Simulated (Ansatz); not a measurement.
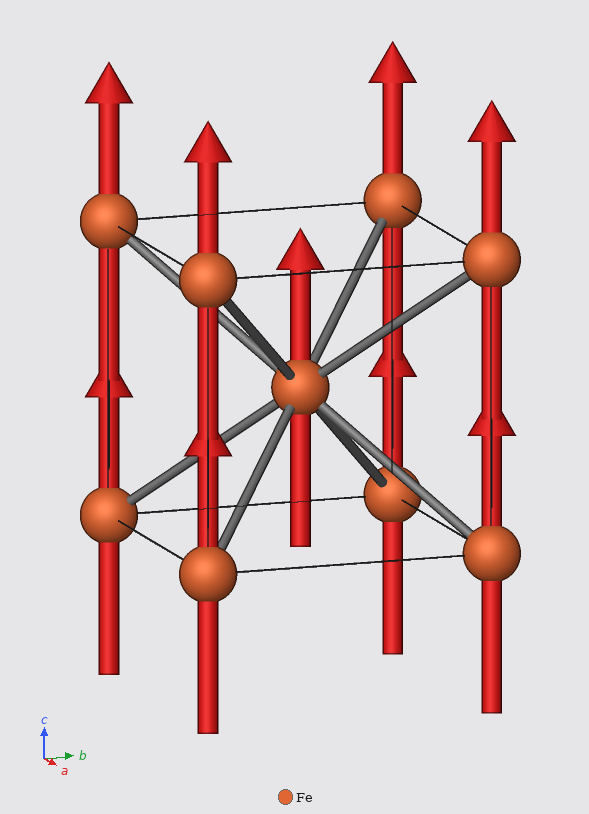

This ball-and-stick model is shown slightly off an axis. The frame is the cell (the run's own, in a reduced setting); atoms at its boundary are shown with their periodic copies. Arrows are the site magnetic moments above 0.25 μB; longer means larger, and red and blue are up and down (without spin-orbit coupling the axis itself is arbitrary).

This is the state reached for Fe. The calculation used DFT LDA, scalar-relativistic, plane waves, PAW (Ansatz 0.2.0), with a cutoff energy of 420 eV, k-points about 0.23 Å⁻¹ apart, Gaussian smearing of 0.05 eV, collinear spins.

What is the magnetic arrangement?

Ferromagnetic (within this cell). Site moments: 2 Fe +2.0 μB. The net spin moment of the whole cell is 4.0 μB.

The structure was taken from the standard structure of this element. Earlier steps of the study may have refined or changed the cell and positions. It went into a calculation with Ansatz.
